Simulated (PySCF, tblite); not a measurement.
# C₃H₇FOSi: dynamics, then NMR shifts on frames

Aim: move C₃H₇FOSi (`FC/C=C\O[SiH3]`) away from its starting geometry and see how NMR shifts follow the geometry.

Programs: tblite 0.8.0 and PySCF 2.14.0, with density-fitted response routines of our own. Each step states its level of theory. These are calculated values for one molecule in the gas phase, unless marked as measured. Atoms count from 0, in the outputs and in this text.

**1. Starting geometry**

13 atoms, charge 0, multiplicity 1; geometry from: GFN2-xTB.

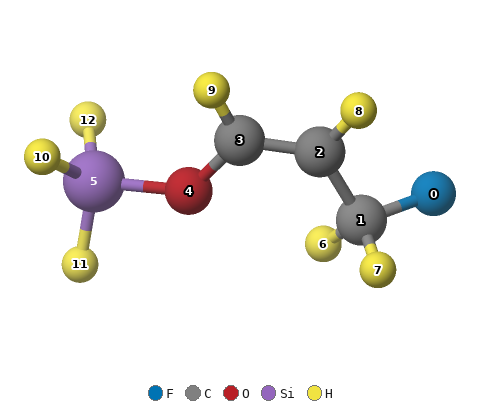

The starting geometry (fluorine blue, carbon grey, oxygen red, silicon purple, hydrogen yellow), atoms numbered.

**2. A short Langevin run with GFN2-xTB**

Job settings and geometry (Å):

```
{"job": {"kind": "md", "xc": "GFN2-xTB", "basis": "xTB", "temperature": 600, "steps": 2000, "every": 50, "frames": 5}, "charge": 0, "multiplicity": 1}
F     -2.825785    -1.344501    -0.904557
C     -1.939466    -0.296098    -0.797636
C     -1.368516    -0.229637     0.581401
C     -0.097683     0.058681     0.829364
O      0.780866     0.348244    -0.145827
Si     2.410269     0.396960    -0.180752
H     -1.155198    -0.454550    -1.544112
H     -2.508733     0.610401    -1.041257
H     -2.045603    -0.440968     1.392144
H      0.282836     0.096614     1.843164
H      2.919298     1.245755     0.898555
H      2.586211     0.961194    -1.507616
H      2.957115    -0.951607    -0.024343
```

Level: GFN2-xTB Langevin dynamics, gas phase.

Run with:

```console
$ OMP_NUM_THREADS=1 python probes_run.py task.json out
```

One launch serves the whole session: the jobs run in the order shown.

Standard output:

```text
t/fs     T/K      E/eV
    0.0   500.1   -559.12088
   25.0   186.6   -558.62494
   50.0   378.6   -558.61886
   75.0   428.8   -558.62589
  100.0   480.3   -558.68086
  125.0   458.7   -558.52287
  150.0   417.3   -558.65126
  175.0   406.2   -558.40865
  200.0   409.1   -558.33088
  225.0   417.9   -558.35013
  250.0   538.1   -558.27057
  275.0   532.8   -558.39738
  300.0   435.4   -558.23764
  325.0   431.3   -558.18726
  350.0   725.6   -558.45487
  375.0   602.4   -558.31496
  400.0   628.3   -558.27663
  425.0   513.5   -558.11316
  450.0   756.3   -558.17970
  475.0   676.1   -558.14609
  500.0   452.5   -558.01151
  525.0   611.4   -558.56862
  550.0   568.4   -558.45380
  575.0   564.9   -558.23990
  600.0   483.5   -558.35878
  625.0   593.9   -558.49708
  650.0   572.3   -558.63998
  675.0   550.1   -558.65444
  700.0   557.0   -558.42760
  725.0   586.8   -558.08691
  750.0   696.5   -558.52604
  775.0   683.4   -558.33574
  800.0   594.9   -558.24938
  825.0   729.8   -558.36895
  850.0   664.1   -558.56903
  875.0   630.4   -558.38272
  900.0   529.1   -558.35402
  925.0   628.5   -558.33038
  950.0   592.7   -558.33746
  975.0   433.4   -558.33594
 1000.0   618.1   -558.44098
```

Run time: 29 s. Hardware: 1 thread of Intel Xeon at 2.50GHz, shared host; peak memory 0.18 GiB.

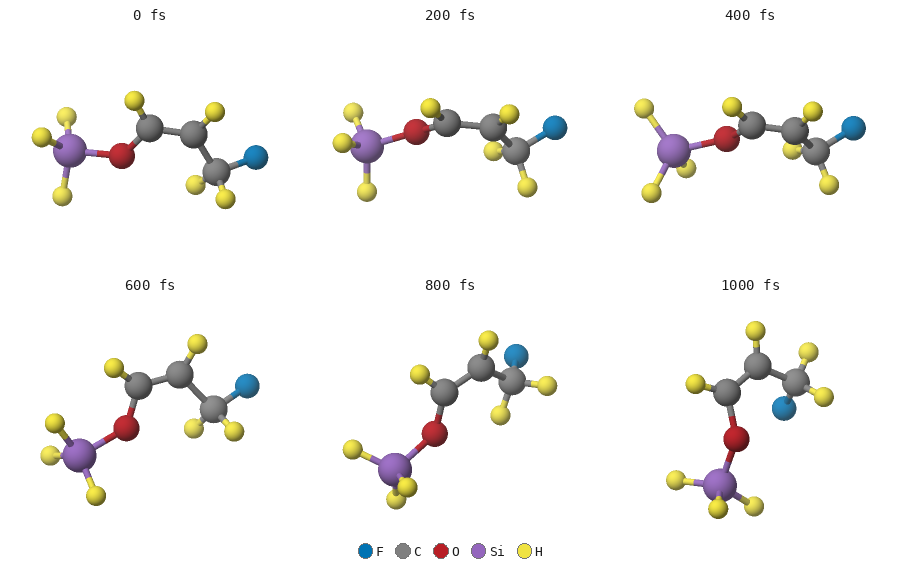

Frames of the run.

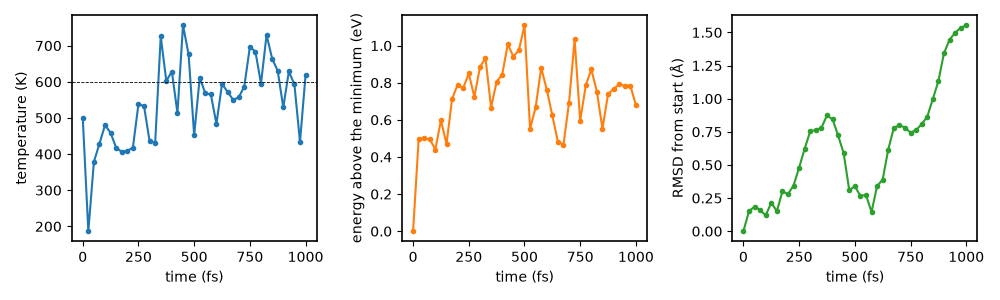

Temperature, potential energy and distance from the start.

Positions (Å) and forces (eV/Å) at 1000 fs:

```xyz
13

F    -1.618   -2.518   -0.447   -0.501    0.686    0.145
C    -2.181   -2.305    0.798   -1.474   -0.660    0.032
C    -1.270   -1.682    1.746    1.101    1.561    0.921
C    -0.673   -0.513    1.539   -1.255    1.298   -2.212
O    -1.143    0.293    0.469    1.178   -1.367    1.474
Si   -0.650    0.789   -1.000   -0.553    0.206   -0.205
H    -3.227   -1.824    0.789    1.426   -0.353   -0.679
H    -2.285   -3.295    1.205   -0.609   -0.952   -0.048
H    -1.131   -2.150    2.701    0.308   -0.396    0.033
H     0.109   -0.035    2.104   -0.132   -0.106    0.200
H    -1.410    0.155   -2.154    0.498    0.247    0.792
H     0.801    0.643   -1.151   -0.129   -0.036   -0.035
H    -1.088    2.177   -0.747    0.142   -0.129   -0.416
```

**3. Shielding tensors: 250 fs, PBE0/pcSseg-1**

Job settings and geometry (Å):

```
{"job": {"kind": "nmr", "xc": "PBE0", "basis": "pcSseg-1", "pop": false}, "charge": 0, "multiplicity": 1}
F     -3.296100    -1.485400    -0.348100
C     -2.210600    -0.733600    -0.580500
C     -1.831900     0.038500     0.671900
C     -0.571900     0.138000     0.915100
O      0.469100    -0.170300     0.034300
Si     1.954600     0.348100    -0.355900
H     -1.472200    -1.415300    -1.049000
H     -2.403800    -0.036100    -1.360900
H     -2.516600     0.130900     1.542100
H     -0.146000     0.388200     1.819400
H      2.414000     1.171200     0.967700
H      1.850400     1.374500    -1.484400
H      2.744100    -0.835200    -0.655600
```

Method: GIAO PBE0/pcSseg-1 NMR shielding, non-relativistic, gas phase.

Standard output:

```text
coarse grid: 11400 points
cycle   1  E = -582.4195739952  dE =  7.043e-01  |g| = 7.263e-01  |ddm| = 3.129e+00
cycle   2  E = -582.3072204678  dE =  1.124e-01  |g| = 1.086e+00  |ddm| = 1.388e+00
cycle   3  E = -582.5056440015  dE = -1.984e-01  |g| = 1.340e-01  |ddm| = 9.830e-01
cycle   4  E = -582.5087494568  dE = -3.105e-03  |g| = 5.552e-02  |ddm| = 1.439e-01
cycle   5  E = -582.5093753053  dE = -6.258e-04  |g| = 1.276e-02  |ddm| = 4.841e-02
cycle   6  E = -582.5094098313  dE = -3.453e-05  |g| = 4.311e-03  |ddm| = 1.273e-02
cycle   7  E = -582.5094138717  dE = -4.040e-06  |g| = 7.559e-04  |ddm| = 3.087e-03
final grid: 105968 points
cycle   8  E = -582.5620804761  dE = -2.291e-05  |g| = 9.230e-03  |ddm| = 1.921e-02
cycle   9  E = -582.5620605314  dE =  1.994e-05  |g| = 1.409e-02  |ddm| = 1.556e-02
cycle  10  E = -582.5620957237  dE = -3.519e-05  |g| = 1.388e-03  |ddm| = 1.031e-02
cycle  11  E = -582.5620961461  dE = -4.224e-07  |g| = 2.920e-04  |ddm| = 1.335e-03
cycle  12  E = -582.5620961623  dE = -1.622e-08  |g| = 1.119e-04  |ddm| = 2.942e-04
cycle  13  E = -582.5620961651  dE = -2.721e-09  |g| = 1.925e-05  |ddm| = 9.560e-05
cycle  14  E = -582.5620961651  dE = -7.344e-11  |g| = 7.218e-06  |ddm| = 2.036e-05
converged SCF energy = -582.5620961651

GIAO shielding tensors (ppm)
atom      isotropic    diamagn.    paramagn.     s11        s22        s33       span
  0 F      434.464     465.844     -31.380    383.659    429.669    490.063    106.404
  1 C      108.782     242.921    -134.139     76.064     81.913    168.368     92.305
  2 C       75.119     259.449    -184.329    -30.769    110.533    145.594    176.363
  3 C       37.238     250.933    -213.695    -58.418     68.700    101.432    159.850
  4 O      226.953     402.715    -175.763    121.195    216.725    342.938    221.744
  5 Si     387.918     879.346    -491.428    341.823    367.359    454.571    112.748
  6 H       25.647      29.491      -3.844     20.953     25.130     30.857      9.904
  7 H       26.977      29.319      -2.342     23.273     28.254     29.404      6.131
  8 H       25.724      29.479      -3.755     24.429     25.516     27.227      2.798
  9 H       26.554      33.216      -6.662     23.019     26.828     29.816      6.797
 10 H       24.848      27.260      -2.412     22.335     23.498     28.710      6.375
 11 H       25.724      28.474      -2.750     22.504     24.407     30.261      7.757
 12 H       26.422      29.173      -2.751     23.108     24.823     31.335      8.226
```

Run time: 44 s. Hardware: 1 thread of Intel Xeon at 2.50GHz, shared host; peak memory 0.7 GiB.

Shifts follow as δ = σ(reference) − σ, with reference shieldings (ppm) from runs at the same level and on the same kind of geometry: 1H TMS 31.72, 13C TMS 186.9, 29Si TMS 349.2, 19F CFCl3 170.9, 17O H2O 336.1. The references are single molecules in the gas phase, so shifts against H2O, NH3, PH3, H3PO4 or CFCl3 are not on the usual liquid scales and can be off by tens of ppm. Each atom is listed at this fixed geometry, with no averaging over motion; a spectrum would average atoms that exchange fast.

| atoms | environment | σ (ppm) | δ (ppm) |
| --- | --- | --- | --- |
| C3 | alkene carbon bearing oxygen | 37.2 | 149.7 |
| C2 | β carbon of an enol-ether or enamine type C=C | 75.1 | 111.8 |
| C1 | allylic sp3 CH2 bonded to F | 108.8 | 78.1 |
| H10 | hydrogen on a silicon bonded to O | 24.85 | 6.87 |
| H6 | hydrogen on an allylic sp3 CH2 bonded to F | 25.65 | 6.07 |
| H8 | hydrogen on a β carbon of an enol-ether or enamine type C=C | 25.72 | 5.99 |
| H11 | hydrogen on a silicon bonded to O | 25.72 | 5.99 |
| H12 | hydrogen on a silicon bonded to O | 26.42 | 5.30 |
| H9 | hydrogen on an alkene carbon bearing oxygen | 26.55 | 5.16 |
| H7 | hydrogen on an allylic sp3 CH2 bonded to F | 26.98 | 4.74 |
| F0 | fluorine on an sp3 carbon | 434.5 | -263.5 |
| O4 | oxygen bonded to C, Si | 227.0 | 109.1 |
| Si5 | silicon bonded to O, 3 H | 387.9 | -38.8 |

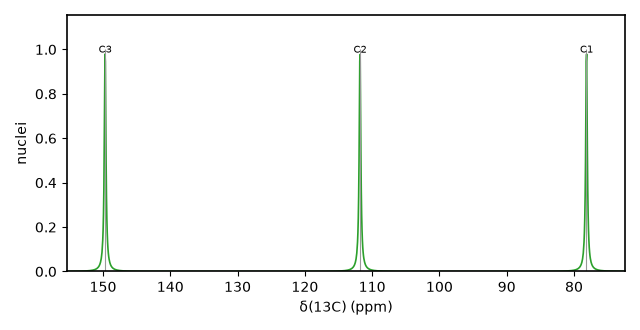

13C lines at the computed shifts, without couplings. Lines are broadened to a width of 0.29 ppm (Lorentzian).

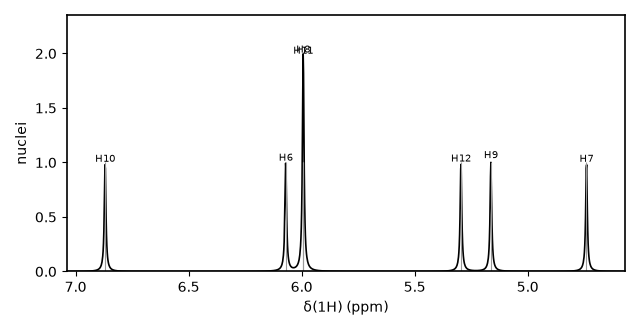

1H lines at the computed shifts, without couplings. Lines are broadened to a width of 0.01 ppm (Lorentzian).

Orbitals, density, ELF and potential are computed afterwards from the orbital file.

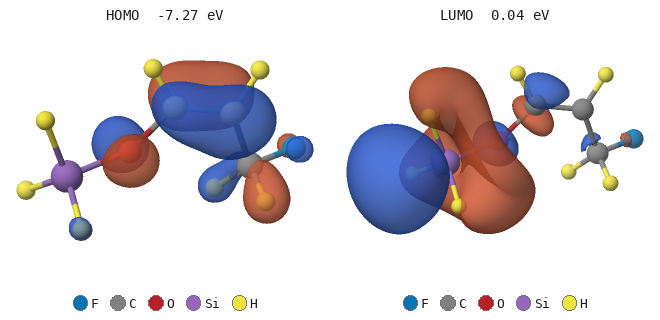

Frontier orbitals at PBE0/pcSseg-1; each surface holds 70 % of the orbital's density, blue and red mark the sign.

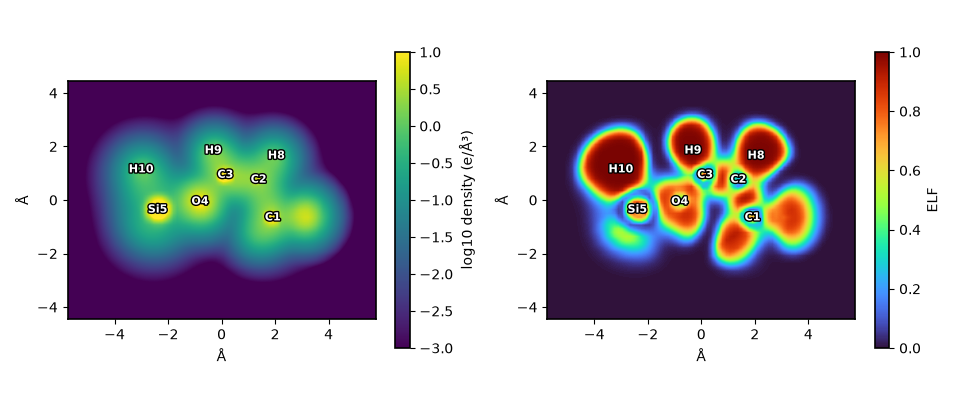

Density (left) and ELF (right) in a plane through or near 8 of the atoms.

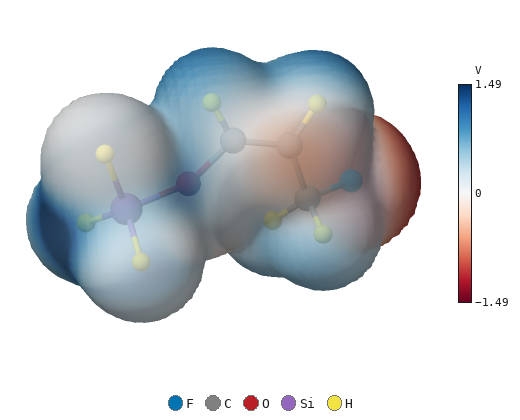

Electrostatic potential on the surface of density 0.002 e/bohr³; red is low, blue high. It runs from -1.08 V near F0 to 1.49 V near H12.

**4. Nuclear shieldings: 425 fs, PBE0/pcSseg-1**

Job settings and geometry (Å):

```
{"job": {"kind": "nmr", "xc": "PBE0", "basis": "pcSseg-1", "pop": false}, "charge": 0, "multiplicity": 1}
F     -3.249400    -2.098400     0.087900
C     -2.503900    -1.001100    -0.034800
C     -2.127100    -0.530000     1.399900
C     -0.919600    -0.058700     1.591600
O     -0.084000     0.030600     0.546100
Si     1.504600     0.284500     0.201700
H     -1.686200    -1.279300    -0.596600
H     -3.187400    -0.227300    -0.515400
H     -2.759100    -0.409500     2.186500
H     -0.551100     0.417100     2.557900
H      2.228900     0.112600     1.347900
H      1.482300     1.709200     0.248600
H      2.194000    -0.473800    -0.844000
```

Method: GIAO PBE0/pcSseg-1 NMR shielding, non-relativistic, gas phase.

Standard output:

```text
coarse grid: 11400 points
cycle   1  E = -582.4031192122  dE =  8.250e-01  |g| = 7.348e-01  |ddm| = 3.160e+00
cycle   2  E = -582.3145065993  dE =  8.861e-02  |g| = 1.038e+00  |ddm| = 1.349e+00
cycle   3  E = -582.4942617236  dE = -1.798e-01  |g| = 1.093e-01  |ddm| = 8.955e-01
cycle   4  E = -582.4960258494  dE = -1.764e-03  |g| = 5.643e-02  |ddm| = 1.246e-01
cycle   5  E = -582.4966855100  dE = -6.597e-04  |g| = 1.195e-02  |ddm| = 5.031e-02
cycle   6  E = -582.4967159523  dE = -3.044e-05  |g| = 4.272e-03  |ddm| = 1.231e-02
cycle   7  E = -582.4967200040  dE = -4.052e-06  |g| = 6.533e-04  |ddm| = 3.072e-03
final grid: 105968 points
cycle   8  E = -582.5486905428  dE = -2.504e-05  |g| = 7.964e-03  |ddm| = 2.089e-02
cycle   9  E = -582.5486771026  dE =  1.344e-05  |g| = 1.184e-02  |ddm| = 1.264e-02
cycle  10  E = -582.5487016173  dE = -2.451e-05  |g| = 1.231e-03  |ddm| = 8.394e-03
cycle  11  E = -582.5487019584  dE = -3.412e-07  |g| = 2.707e-04  |ddm| = 1.180e-03
cycle  12  E = -582.5487019721  dE = -1.366e-08  |g| = 9.731e-05  |ddm| = 2.666e-04
cycle  13  E = -582.5487019741  dE = -2.039e-09  |g| = 1.842e-05  |ddm| = 8.982e-05
cycle  14  E = -582.5487019742  dE = -7.265e-11  |g| = 5.675e-06  |ddm| = 1.968e-05
converged SCF energy = -582.5487019742

GIAO shielding tensors (ppm)
atom      isotropic    diamagn.    paramagn.     s11        s22        s33       span
  0 F      435.090     464.470     -29.380    394.395    435.008    475.867     81.472
  1 C      105.620     239.799    -134.179     71.820     86.201    158.838     87.017
  2 C       70.445     261.413    -190.968    -40.897    108.101    144.131    185.028
  3 C       38.306     250.550    -212.244    -63.771     76.594    102.095    165.866
  4 O      260.120     404.523    -144.403    162.102    279.143    339.116    177.015
  5 Si     394.721     880.105    -485.384    328.820    362.970    492.374    163.554
  6 H       26.682      31.214      -4.532     21.311     25.760     32.976     11.666
  7 H       25.520      26.760      -1.239     21.281     26.385     28.895      7.614
  8 H       27.357      32.374      -5.017     25.035     27.240     29.798      4.763
  9 H       24.449      28.188      -3.740     21.067     26.002     26.277      5.210
 10 H       27.807      31.349      -3.542     24.915     26.041     32.465      7.550
 11 H       26.732      30.364      -3.632     22.907     25.080     32.209      9.302
 12 H       26.409      28.790      -2.381     23.193     24.996     31.036      7.843
```

Wall time 32 s (1 thread of Intel Xeon at 2.50GHz, shared host); peak memory 0.72 GiB.

This run: δ C3 148.6, C2 116.5, C1 81.3, F0 -264.1, H9 7.27, H7 6.20 ppm.

(Part 1 of 2 ends here.)
